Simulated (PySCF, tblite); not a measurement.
# C₄H₅FN₂: geometry, infrared bands, NMR shifts and spin-spin couplings, part 2 of 2

tblite 0.8.0 and PySCF 2.14.0. Atoms count from 0. The steps go on from the part before.

**5. Spin-spin couplings: B3LYP/pcJ-1**

What the job is given:

```
{"job": {"kind": "j", "xc": "B3LYP", "basis": "pcJ-1"}, "charge": 0, "multiplicity": 1}
C     -1.922892    -0.052729     0.054648
C     -0.439640    -0.117895     0.013602
C      0.465025     0.967830    -0.027091
C      1.691868     0.362995    -0.055021
F      2.923721     0.867972    -0.097601
N      1.508785    -0.971617    -0.032123
N      0.205416    -1.268442     0.009087
H     -2.325542    -1.059932     0.100502
H     -2.253277     0.508518     0.927051
H     -2.302753     0.447079    -0.834952
H      0.244482     2.013688    -0.036029
H      2.206005    -1.698153    -0.048100
```

Method: B3LYP/pcJ-1 indirect spin-spin coupling, non-relativistic, gas phase.

Output:

```text
coarse grid: 10656 points
cycle   1  E = -364.6272971722  dE =  1.298e+00  |g| = 6.240e-01  |ddm| = 3.149e+00
cycle   2  E = -364.5181219154  dE =  1.092e-01  |g| = 9.603e-01  |ddm| = 1.210e+00
cycle   3  E = -364.7019975745  dE = -1.839e-01  |g| = 1.465e-01  |ddm| = 7.675e-01
cycle   4  E = -364.7060855995  dE = -4.088e-03  |g| = 5.652e-02  |ddm| = 1.403e-01
cycle   5  E = -364.7066681086  dE = -5.825e-04  |g| = 1.489e-02  |ddm| = 4.908e-02
cycle   6  E = -364.7067084566  dE = -4.035e-05  |g| = 3.679e-03  |ddm| = 1.366e-02
cycle   7  E = -364.7067109142  dE = -2.458e-06  |g| = 8.421e-04  |ddm| = 2.844e-03
final grid: 105280 points
cycle   8  E = -364.7609893606  dE = -1.227e-04  |g| = 6.810e-03  |ddm| = 2.157e-02
cycle   9  E = -364.7609795375  dE =  9.823e-06  |g| = 9.922e-03  |ddm| = 1.208e-02
cycle  10  E = -364.7609979552  dE = -1.842e-05  |g| = 1.592e-03  |ddm| = 7.941e-03
cycle  11  E = -364.7609983728  dE = -4.177e-07  |g| = 7.631e-04  |ddm| = 1.716e-03
cycle  12  E = -364.7609984894  dE = -1.166e-07  |g| = 2.891e-04  |ddm| = 7.057e-04
cycle  13  E = -364.7609985042  dE = -1.478e-08  |g| = 2.376e-05  |ddm| = 2.169e-04
cycle  14  E = -364.7609985043  dE = -9.277e-11  |g| = 1.188e-05  |ddm| = 2.359e-05
converged SCF energy = -364.7609985043

Indirect spin-spin couplings (Hz)
  i      j    bonds     total        FC       PSO       DSO        SD
  0 C    1 C    1     57.049    57.914    -1.119     0.254         -
  0 C    2 C    2      6.911     7.176    -0.250    -0.014         -
  0 C    3 C    3      2.472     2.476     0.062    -0.066         -
  0 C    4 F    4      0.986     0.449     0.589    -0.292     0.240
  0 C    5 N    3     -3.444    -3.525     0.065     0.039    -0.023
  0 C    6 N    2    -11.117   -11.282     0.184     0.004    -0.023
  0 C    7 H    1    135.602   133.915     1.022     0.664         -
  0 C    8 H    1    132.638   130.766     1.218     0.655         -
  0 C    9 H    1    132.471   130.596     1.220     0.655         -
  0 C   10 H    3      0.884     0.915     0.046    -0.078         -
  0 C   11 H    4      0.265     0.321     0.413    -0.469         -
  1 C    2 C    1     58.875    64.279    -5.715     0.311         -
  1 C    3 C    2     11.577    11.471     0.021     0.084         -
  1 C    4 F    3      5.913    11.022    -2.504    -0.383    -2.223
  1 C    5 N    2     -0.288     0.156     0.234    -0.006    -0.673
  1 C    6 N    1     -1.947    -7.409     6.823    -0.111    -1.251
  1 C    7 H    2     -7.303    -7.130    -0.172    -0.002         -
  1 C    8 H    2     -6.370    -6.319    -0.066     0.015         -
  1 C    9 H    2     -6.529    -6.487    -0.059     0.017         -
  1 C   10 H    2      4.112     5.009    -0.621    -0.276         -
  1 C   11 H    3     11.854    12.044     0.618    -0.807         -
  2 C    3 C    1     98.128   103.991    -6.218     0.355         -
  2 C    4 F    2      8.043    22.137   -18.358    -0.242     4.506
  2 C    5 N    2    -11.029   -10.503    -0.161    -0.004    -0.361
  2 C    6 N    2      1.973     1.231     0.402     0.011     0.329
  2 C    7 H    3      8.103     8.149     0.380    -0.426         -
  2 C    8 H    3      1.887     2.004    -0.123     0.006         -
  2 C    9 H    3      1.777     1.890    -0.110    -0.004         -
  2 C   10 H    1    184.753   183.244     0.483     1.026         -
  2 C   11 H    3      3.683     3.753     0.720    -0.790         -
  3 C    4 F    1   -347.585  -345.932    -6.828     0.986     4.189
  3 C    5 N    1    -19.480   -22.698     3.813    -0.152    -0.443
  3 C    6 N    2      1.102     2.038     0.366     0.002    -1.305
  3 C    7 H    4      1.538     1.649     0.197    -0.309         -
  3 C    8 H    4     -1.181    -1.155     0.183    -0.210         -
  3 C    9 H    4     -1.261    -1.232     0.182    -0.210         -
  3 C   10 H    2      3.985     4.957    -0.733    -0.239         -
  3 C   11 H    2      7.209     8.171    -0.378    -0.584         -
  4 F    5 N    2      4.047    -5.880    11.149     0.047    -1.268
  4 F    6 N    3     14.854     7.262     9.542     0.200    -2.150
  4 F    7 H    5      2.478     2.937     0.743    -1.157    -0.044
  4 F    8 H    5     -0.950    -0.749     0.681    -0.908     0.026
  4 F    9 H    5     -1.045    -0.841     0.684    -0.911     0.022
  4 F   10 H    3     -5.681    -2.625    -1.987    -0.733    -0.335
  4 F   11 H    3     -5.765    -1.763    -2.474    -0.629    -0.900
  5 N    6 N    1    -13.546   -11.193    -2.309     0.047    -0.091
  5 N    8 H    4     -0.404    -0.448    -0.105     0.139     0.010
  5 N    9 H    4     -0.395    -0.435    -0.105     0.138     0.008
  5 N   10 H    3     -5.002    -4.950    -0.278     0.241    -0.015
  5 N   11 H    1   -115.010  -112.696    -1.501    -0.486    -0.327
  6 N    7 H    3     -3.095    -3.297     0.276    -0.096     0.021
  6 N    8 H    3     -3.054    -3.179    -0.015     0.131     0.010
  6 N    9 H    3     -2.836    -2.959    -0.010     0.126     0.007
  6 N   10 H    3     -0.593    -0.721    -0.160     0.257     0.031
  6 N   11 H    2    -10.113   -10.777     0.430     0.238    -0.004
  7 H    8 H    2    -13.985   -14.061     2.801    -2.726         -
  7 H    9 H    2    -14.128   -14.206     2.797    -2.720         -
  8 H    9 H    2    -16.926   -17.057     2.774    -2.643         -
  8 H   10 H    4     -0.691    -0.641    -0.253     0.203         -
  8 H   11 H    5     -0.516    -0.402     1.523    -1.637         -
  9 H   10 H    4     -0.724    -0.670    -0.201     0.148         -
  9 H   11 H    5     -0.540    -0.427     1.510    -1.623         -
 10 H   11 H    4      2.083     2.222     2.589    -2.729         -
```

Wall time 30 s (1 thread of Intel Xeon 6975P-C, shared host); peak memory 0.96 GiB.

Couplings of 1 Hz or more, nine at most for each number of bonds, with means over like pairs (isotopes 13C, 19F, 1H, 15N):

| pair | bonds | J (Hz) | Fermi contact (Hz) | dihedral (°) |
| --- | --- | --- | --- | --- |
| C3–F4 | 1 | -347.6 | -345.9 | – |
| C2–H10 | 1 | 184.8 | 183.2 | – |
| C0–H7 | 1 | 133.6 | 131.8 | – |
| N5–H11 | 1 | -115.0 | -112.7 | – |
| C2–C3 | 1 | 98.1 | 104.0 | – |
| C1–C2 | 1 | 58.9 | 64.3 | – |
| C0–C1 | 1 | 57.0 | 57.9 | – |
| C3–N5 | 1 | -19.5 | -22.7 | – |
| N5–N6 | 1 | -13.5 | -11.2 | – |
| H7–H8 | 2 | -15.0 | -15.1 | – |
| C1–C3 | 2 | 11.6 | 11.5 | – |
| C0–N6 | 2 | -11.1 | -11.3 | – |
| C2–N5 | 2 | -11.0 | -10.5 | – |
| N6–H11 | 2 | -10.1 | -10.8 | – |
| C2–F4 | 2 | 8.0 | 22.1 | – |
| C3–H11 | 2 | 7.2 | 8.2 | – |
| C0–C2 | 2 | 6.9 | 7.2 | – |
| C1–H7 | 2 | -6.7 | -6.6 | – |
| F4–N6 | 3 | 14.9 | 7.3 | -180 |
| C1–H11 | 3 | 11.9 | 12.0 | -180 |
| C1–F4 | 3 | 5.9 | 11.0 | -180 |
| F4–H11 | 3 | -5.8 | -1.8 | 0 |
| F4–H10 | 3 | -5.7 | -2.6 | 0 |
| N5–H10 | 3 | -5.0 | -5.0 | -180 |
| C2–H7 | 3 | 3.9 | 4.0 | – |
| C2–H11 | 3 | 3.7 | 3.8 | 180 |
| C0–N5 | 3 | -3.4 | -3.5 | 180 |
| H10–H11 | 4 | 2.1 | 2.2 | – |

The spin-dipole term was solved for some atoms only; pairs without it lack that part.

Quadrupole couplings from the field gradients of the same density:

| atom | isotope | eQq/h (MHz) | η |
| --- | --- | --- | --- |
| N6 | 14N | -4.738 | 0.86 |
| N5 | 14N | -4.089 | 0.25 |

Joined with the shifts from before (PBE0/pcSseg-1, scaled to CDCl3 for protons on carbon, raw for the others), the couplings predict the line list below for 600 MHz. H–H couplings in it are scaled by factors fitted to measured ones, so they differ from the table.

1H NMR δ 8.73 (br s, 1H), 5.42 (d, J = 5.7 Hz, 1H), 2.38 (s, 3H).

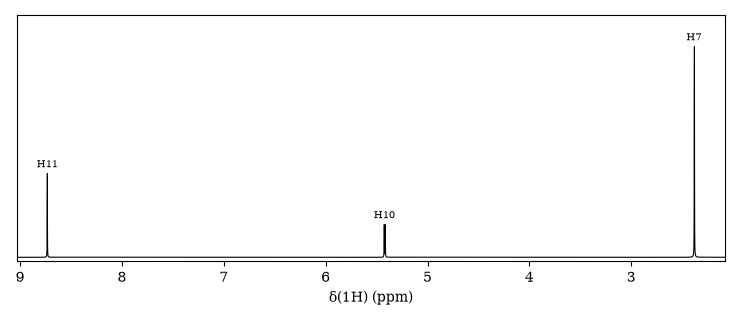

Simulated proton spectrum at 600 MHz, by exact diagonalisation of each spin system; lines 1.2 Hz wide, exchangeable protons uncoupled.

**6. Outcome**

This closing draws on all 2 parts.

| quantity | value |
| --- | --- |
| strongest single infrared mode (GFN2-xTB) | 1590 cm⁻¹, 156 km/mol |
| zero-point energy (GFN2-xTB) | 55.5 kcal/mol |
| 13C shifts against TMS (PBE0/pcSseg-1) | 164.9, 152.1, 90.0, 17.4 ppm |
| 1H shifts against TMS (PBE0/pcSseg-1, means over atoms taken as alike) | 8.73, 5.64, 2.42 ppm |
| 19F shifts against CFCl3 (PBE0/pcSseg-1) | -145.0 ppm |
| 15N shifts against NH3 (PBE0/pcSseg-1) | 311.3, 196.9 ppm |
| surface potential, 1st and 99th percentile | -1.64 V and 2.28 V |
| largest coupling of the table (B3LYP/pcJ-1) | 1J(C,F) C3–F4, -347.6 Hz |

In words: Relaxing lowered the energy by 0.247 eV in 54 steps; the close pair that moved most is C3–F4, from 1.371 to 1.332 Å. No mode is imaginary among the 30: a minimum at this level. The strongest single mode, at 1590 cm⁻¹, is carried by C3, C2, C1. GFN2-xTB is a fitted tight-binding method: band positions and strengths are rough. Its intensities can rank the bands wrongly. At PBE0/pcSseg-1: The widest tensor belongs to N6: span 430 ppm, with a paramagnetic part of -368 ppm. NICS(1)zz of -27 ppm above the planar ring from C1 marks a diatropic (aromatic) ring current. Of the pairs tabulated at B3LYP/pcJ-1, C3–F4 couples most strongly (-347.6 Hz; Fermi contact -345.9 Hz).
